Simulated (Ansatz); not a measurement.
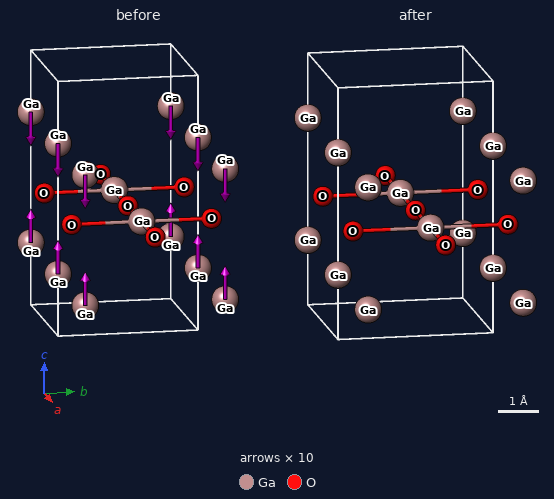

The structure of a crystal of Ga3O2 (a generated structure, set up in P4/mmm) (coarse preliminary run) before (left) and after (right) a relaxation, at one scale. The purple arrows give the displacements (the part carried along by the change of the cell is left out), magnified 10 times.

The picture is a ball-and-stick view of the cell of the calculation, repeated 2 × 1 × 1 with one cell outlined, seen slightly off an axis.

Method: Ansatz 0.2.0, DFT PBE, scalar-relativistic, plane waves, PAW. (plane-wave cutoff 420 eV; k-point mesh 6 × 6 × 4; occupations gaussian; smearing width 0.1 eV; no spin polarisation; cell and atoms relaxed; force threshold 0.04 eV/Å; at most 70 steps)

> Summarise the run.

After 8 accepted moves (13 points after the start) the energy has fallen by 151 meV per atom. The largest force component goes from 1.3 to 0.00026 eV/Å. The pressure goes from 13.64 to 0.05 GPa. The line search rejected the trial steps at points 5, 9, 11 of the run. The SCF was repeated twice at an unchanged geometry on a basis and grid sized afresh for the cell, which shifted the energy by 17.7 meV per atom at most. The largest moves relative to the cell, 0.089 Å, are those of Ga atoms. O stays in place. The drawn cell changes as follows: a = b 3.618 → 4.009 Å (+10.8 %), c 6.633 → 6.555 Å (−1.2 %); the volume changes by +21.3 %. Among the contacts that change: Ga–O 1.809 → 2.004 Å. The space group stays P4/mmm (No. 123). Cost: 2.2 min on 1 thread of Intel(R) Xeon(R) Platinum 8259CL CPU @ 2.50GHz (Skylake/Cascade Lake), on a shared host, peak memory 0.45 GiB.
